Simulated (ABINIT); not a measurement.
**GaP (F-43m): G0W0 with ABINIT, start to end**

Wanted: ground state, empty states, screening and self-energy for GaP (F-43m).

Main program and level: ABINIT 10.8.3; PBE and many-body steps on it, plane waves.

**What was measured.**

- Gap 2.25 ± 0.04 eV: optical gap from Tauc plot (fundamental, indirect); spectroscopic ellipsometry, Tauc-Lorentz fit and Tauc plot; 300 K; film (GaP layer on Si reference sample) on Si (“Assessment of GaPSb/Si tandem material association properties for photoelectrochemical cells”, 2020, arxiv:2002.02774).

### 1. Starting point

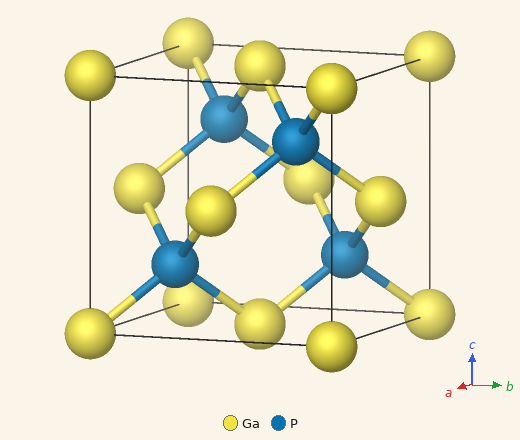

The cell as given, slightly off an axis (gallium yellow, phosphorus blue). This picture shows the conventional cell, with its axes. Bonds to atoms that aren't drawn are left out. Some periodic images of atoms are drawn too.

The cell and positions come from the Crystallography Open Database and are kept as given unless a step says otherwise.

### 2. Ground state

This step: ABINIT 10.8.3; DFT, PBE, plane waves, norm-conserving pseudopotentials.

The ground-state density comes first.

run.abi

```
acell 3*1.0 Angstrom
rprim 
  0.000000000000 2.725250000000 2.725250000000
  2.725250000000 0.000000000000 2.725250000000
  2.725250000000 2.725250000000 0.000000000000
ntypat 2
znucl 31 15
natom 2
typat 1 2
xred 
  0.000000000000 0.000000000000 0.000000000000
  0.250000000000 0.250000000000 0.250000000000
pp_dirpath "pseudos"
pseudos "Ga.upf, P.upf"
ecut 36
ngkpt 6 6 6
nshiftk 1
shiftk 0 0 0
kptopt 1
chksymbreak 0
nband 14
occopt 1
tolvrs 1e-10
nstep 60
prtwf 0
optforces 0
optstress 0
indata_prefix "in"
outdata_prefix "out"
tmpdata_prefix "tmp"
```

Run with:

```bash
OMP_NUM_THREADS=1 mpirun -n 4 abinit run.abi > log
```

Numbers of over 12 decimals in the logs are rounded to 6 here.

Output:

```text
.Version 10.8.3 of ABINIT. v10.8.2 released Aug 2026.

 Symmetries : space group F-4 3 m (#216); Bravais cF (face-center cubic)
================================================================================
 Values of the parameters that define the memory need of the present run
     intxc =       0    ionmov =       0      iscf =       7    lmnmax =       6
     lnmax =       6     mgfft =      40  mpssoang =       3    mqgrid =    3001
     natom =       2  nloc_mem =       1    nspden =       1   nspinor =       1
    nsppol =       1      nsym =      24    n1xccc =    2501    ntypat =       2
    occopt =       1   xclevel =       2
-    mband =          14        mffmem =           1         mkmem =           4
       mpw =        2838          nfft =       64000          nkpt =          16
================================================================================
  Rough estimation (10% accuracy) of disk space for files :
================================================================================

--------------------------------------------------------------------------------
------------- Echo of variables that govern the present computation ------------
--------------------------------------------------------------------------------
 -outvars: echo values of preprocessed input variables --------
            acell      1.8897261259E+00  1.8897261259E+00  1.8897261259E+00 Bohr

      chksymbreak           0
             ecut      3.60000000E+01 Hartree
-          fftalg         312

              ixc     -101130
              kpt      0.00000000E+00  0.00000000E+00  0.00000000E+00
                       1.66666667E-01  0.00000000E+00  0.00000000E+00
                       3.33333333E-01  0.00000000E+00  0.00000000E+00
                       5.00000000E-01  0.00000000E+00  0.00000000E+00
                       1.66666667E-01  1.66666667E-01  0.00000000E+00
                       3.33333333E-01  1.66666667E-01  0.00000000E+00
                       5.00000000E-01  1.66666667E-01  0.00000000E+00
                      -3.33333333E-01  1.66666667E-01  0.00000000E+00
                      -1.66666667E-01  1.66666667E-01  0.00000000E+00
   [... 5 further rows ...]
                      -3.33333333E-01  3.33333333E-01  1.66666667E-01
                      -3.33333333E-01  5.00000000E-01  1.66666667E-01
         kptrlatt        6    0    0      0    6    0      0    0    6
          kptrlen      4.36989965E+01
P           mkmem           4
            natom           2
            nband          14
            ngfft          40      40      40
             nkpt          16
            nstep          60
             nsym          24
           ntypat           2
              occ      2.000000  2.000000  2.000000  2.000000  2.000000  2.000000
                       2.000000  2.000000  2.000000  0.000000  0.000000  0.000000
                       0.000000  0.000000
        optforces           0
        optstress           0
            prtwf           0
            rprim      0.0000000000E+00  2.7252500000E+00  2.7252500000E+00
[...]
spgroup         216

           tolvrs      1.00000000E-10

             xred      0.0000000000E+00  0.0000000000E+00  0.0000000000E+00
[...]
znucl       31.00000   15.00000

================================================================================

 chkinp: Checking input parameters for consistency.

================================================================================
== DATASET  1 ==================================================================
-   mpi_nproc: 4, omp_nthreads: 1 (-1 if OMP is not activated)

--- !DatasetInfo
iteration_state: {dtset: 1, }
dimensions: {natom: 2, nkpt: 16, mband: 14, nsppol: 1, nspinor: 1, nspden: 1, mpw: 2838, }
cutoff_energies: {ecut:  36.0, pawecutdg:  -1.0, }
electrons: {nelect:   1.80000000E+01, charge:   0.00000000E+00, occopt:   1.00000000E+00, tsmear:   1.00000000E-02, }

 Real(R)+Recip(G) space primitive vectors, cartesian coordinates (Bohr,Bohr^-1):
 R(1)=  0.0000000  5.1499761  5.1499761  G(1)= -0.0970878  0.0970878  0.0970878
 R(2)=  5.1499761  0.0000000  5.1499761  G(2)=  0.0970878 -0.0970878  0.0970878
 R(3)=  5.1499761  5.1499761  0.0000000  G(3)=  0.0970878  0.0970878 -0.0970878
 Unit cell volume ucvol=  2.7317795E+02 bohr^3
 Angles (23,13,12)=  6.00000000E+01  6.00000000E+01  6.00000000E+01 degrees

 getcut: wavevector=  0.0000  0.0000  0.0000  ngfft=  40  40  40
         ecut(hartree)=     36.000   => boxcut(ratio)=   2.03340

--- Pseudopotential description ------------------------------------------------
- Ga Generated using ONCVPSP code by D. R. Hamann
- 31.00000  13.00000  171031                  znucl, zion, pspdat
12 -101130 2 -1 1902                          pspcod,pspxc,lmax,lloc,mmax
     nproj     2     2     2
  pspatm : epsatm=   24.69408211
         --- l  ekb(1:nproj) -->
[...]
pspatm: atomic psp has been read  and splines computed

- P Generated using ONCVPSP code by D. R. Hamann
- 15.00000   5.00000  171031                  znucl, zion, pspdat
12 -101130 2 -1 1298                          pspcod,pspxc,lmax,lloc,mmax
     nproj     2     2     2
  pspatm : epsatm=    8.05910421
         --- l  ekb(1:nproj) -->
[...]
2   -3.154982   -0.827415
 pspatm: atomic psp has been read  and splines computed

   5.89557354E+02                                ecore*ucvol(ha*bohr**3)
--------------------------------------------------------------------------------

_setup2: Arith. and geom. avg. npw (full set) are    2816.310    2816.284

================================================================================

--- !BeginCycle
iteration_state: {dtset: 1, }
solver: {iscf: 7, nstep: 60, nline: 4, wfoptalg: 0, }
tolerances: {tolvrs: 1.00E-10, }

     iter   Etot(hartree)      deltaE(h)  residm     vres2
 ETOT  1  -82.069182503693    -8.207E+01 5.145E-01 6.633E+02
 ETOT  2  -83.294299830852    -1.225E+00 3.073E-02 7.987E+02
 ETOT  3  -83.410311470397    -1.160E-01 1.119E-02 1.054E+02
 ETOT  4  -83.426585702737    -1.627E-02 1.638E-03 6.539E+00
 ETOT  5  -83.427639963948    -1.054E-03 1.266E-03 1.325E-02
 ETOT  6  -83.427642427321    -2.463E-06 3.348E-04 5.072E-04
 ETOT  7  -83.427642407429     1.989E-08 7.681E-04 5.166E-04
 ETOT  8  -83.427642492987    -8.556E-08 2.667E-04 5.232E-05
 ETOT  9  -83.427642502178    -9.191E-09 6.469E-04 1.989E-07
 ETOT 10  -83.427642502213    -3.448E-11 2.349E-04 9.223E-10
 ETOT 11  -83.427642502211     2.046E-12 5.336E-04 5.027E-11

 At SCF step   11       vres2   =  5.03E-11 < tolvrs=  1.00E-10 =>converged.

--- !ResultsGS
iteration_state: {dtset: 1, }
comment   : Summary of ground state results
lattice_vectors:
- [  0.0000000,   5.1499761,   5.1499761, ]
- [  5.1499761,   0.0000000,   5.1499761, ]
- [  5.1499761,   5.1499761,   0.0000000, ]
lattice_lengths: [   7.28317,    7.28317,    7.28317, ]
lattice_angles: [ 60.000,  60.000,  60.000, ] # degrees, (23, 13, 12)
lattice_volume:   2.7317795E+02
convergence: {deltae:  2.046E-12, res2:  5.027E-11, residm:  5.336E-04, diffor:  0.000E+00, }
etotal    :  -8.34276425E+01
entropy   :   0.00000000E+00
fermie    :   1.60120980E-01
cartesian_stress_tensor: null
pressure_GPa: null
xred      :
- [  0.0000E+00,   0.0000E+00,   0.0000E+00, Ga]
- [  2.5000E-01,   2.5000E-01,   2.5000E-01,  P]
cartesian_forces: null
force_length_stats: {min: null, max: null, mean: null, }

 Integrated electronic density in atomic spheres:
 ------------------------------------------------
 Atom  Sphere_radius  Integrated_density
    1        2.00000         10.82685581
    2        2.00000          2.78963156
================================================================================

 ----iterations are completed or convergence reached----

 Mean square residual over all n,k,spin=   28.474E-07; max=  53.362E-05
 reduced coordinates (array xred) for    2 atoms
       0.000000000000      0.000000000000      0.000000000000
       0.250000000000      0.250000000000      0.250000000000
 rms dE/dt=  0.0000E+00; max dE/dt=  0.0000E+00; dE/dt below (all hartree)
    1       0.000000000000      0.000000000000      0.000000000000
    2       0.000000000000      0.000000000000      0.000000000000

 cartesian coordinates (angstrom) at end:
    1      0.000000     0.000000     0.000000
    2      1.362625     1.362625     1.362625
 length scales=  1.889726125908  1.889726125908  1.889726125908 bohr
              =  1.000000000000  1.000000000000  1.000000000000 angstroms
 prteigrs : about to open file out_EIG
 Fermi (or HOMO) energy (hartree) =   0.16012   Average Vxc (hartree)=  -0.36115
 Eigenvalues (hartree) for nkpt=  16  k points:
 kpt#   1, nband= 14, wtk=  0.00463, kpt=  0.0000  0.0000  0.0000 (reduced coord)
  -0.37540   -0.37540   -0.37540   -0.37183   -0.37183   -0.29902    0.16012    0.16012
   0.16012    0.22689    0.30296    0.30296    0.30296    0.48389
 prteigrs : prtvol=0 or 1, do not print more k-points.

--- !EnergyTerms
iteration_state     : {dtset: 1, }
comment             : Components of total free energy in Hartree
kinetic             :  6.52456636626770E+01
hartree             :  2.61228703786235E+01
xc                  : -2.30140176287548E+01
Ewald energy        : -4.82388119106609E+01
psp_core            :  2.15814399552328E+00
local_psp           : -6.85147225574121E+01
non_local_psp       : -3.71867684422066E+01
total_energy        : -8.34276425022106E+01
total_energy_eV     : -2.27018180371927E+03
band_energy         : -3.95991297089385E+00

== END DATASET(S) ==============================================================
================================================================================

 -outvars: echo values of variables after computation  --------
           etotal     -8.3427642502E+01
            nband          14
             nkpt          16
          spgroup         216
 [... the other variables as echoed above ...]

 Calculation completed.
```

It took 8.4 s on 4 MPI ranks of Intel Xeon 6975P-C (Granite Rapids), shared host; peak memory 0.32 GiB.

This step gave:

```yaml
total_energy: -2270.1818 eV
gap: 1.653 eV
k_of_the_valence_top: 0, 0, 0
k_of_the_conduction_bottom: 0.5, 0.5, 0
least_direct_gap: 1.817 eV
```

The gap is indirect, with the least direct gap 0.16 eV higher.

[end of part 1 of 3]

[Paths, hosts, dates, memory and timing lines, banners, echoed tables and standing remarks are left out of the program output.]

[Logs are printed without paths, hosts, clocks, repeated set-up lines and the standing remarks that a program may print on its own settings, such as how far it seeks lower states.]

[Runs of the session that timed out or met a known fault of the program may be left out.]

[Hosts, paths, dates, database ids (printed as entryN), source tags and the programs' standing remarks are cut or masked in the printed files.]

[G0W0 gaps are taken among the corrected bands and points alone; a level outside them can change the order at an edge.]

[Where Ansatz stands beside ABINIT at settings called matched, ABINIT's density can come from a denser mesh and the files from another edition; pairs whose starting gaps differed by over 0.03 eV were left out, so agreement reads better than it is.]
